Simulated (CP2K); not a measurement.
2-trifluoromethylpyrimidine has these distinct C atoms: C2 (bonded to C and 3 F), C5 (bonded to C and 2 N), C7 (bonded to C, N and H) and C8 (bonded to 2 C and H).

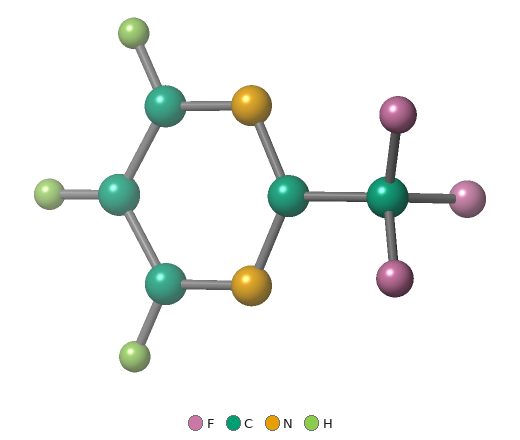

The molecule (fluorine pink, carbon teal, nitrogen orange, hydrogen green).

```xyz
13

F     2.7503   -1.1631    0.1350
C     2.1961    0.0739    0.0277
F     2.6602    0.6407   -1.1299
F     2.6640    0.8265    1.0468
C     0.6656    0.0159    0.0281
N     0.1269   -1.0732   -0.5301
C    -1.2163   -1.1030   -0.5532
C    -1.9907   -0.0707   -0.0244
C    -1.3052    1.0115    0.5289
N     0.0376    1.0728    0.5607
H    -1.6722   -1.9850   -1.0086
H    -3.0786   -0.1066   -0.0446
H    -1.8377    1.8603    0.9636
```

Their partial C K spectra (CP2K XAS_TDP, all-electron GAPW, PBEh(45%), aug-cc-pVDZ, TDA, GW2X-corrected core level, no relativity) are given in random order, each times the number of alike atoms.

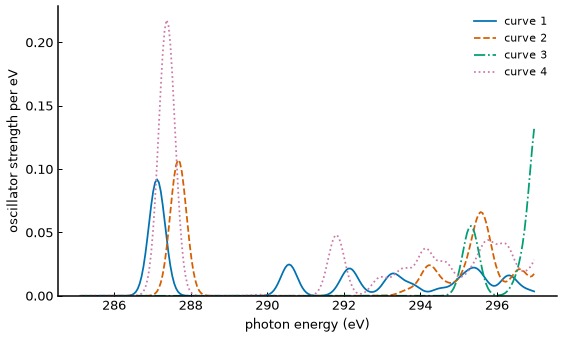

Gaussian full width 0.5 eV, oscillator strength per eV, alike atoms added, rows of zeros left out.

Which curve belongs to which atom?

Curve 1: C8 (bonded to 2 C and H), leading line at 287.12 eV (f = 0.049 an atom), ionisation energy 293.13 eV, term value 6.01 eV. Curve 2: C5 (bonded to C and 2 N), leading line at 287.68 eV (f = 0.057 an atom), ionisation energy 294.50 eV, term value 6.82 eV. Curve 3: C2 (bonded to C and 3 F), leading line at 295.32 eV (f = 0.029 an atom), ionisation energy 300.00 eV, term value 4.68 eV. Curve 4: C7 (bonded to C, N and H), leading line at 287.38 eV (f = 0.058 an atom), ionisation energy 294.18 eV, term value 6.80 eV. The leading line of an atom is its first one with 35 % of the strongest within 2.5 eV of its lowest line over the strength cut. A line lies at the core ionisation energy, which rises as an atom loses charge to its neighbours or to a π system, less the term value, which is large for a low π* or σ* orbital with weight on that atom.

[Banner, clock and machine lines of the logs are left out without a mark of their own.]

[Logs are printed without paths, hosts, clocks, repeated set-up lines and the standing remarks that a program may print on its own settings, such as how far it seeks lower states.]

[Hosts, paths, dates, database ids (printed as entryN), source tags and the programs' standing remarks are cut or masked in the printed files.]
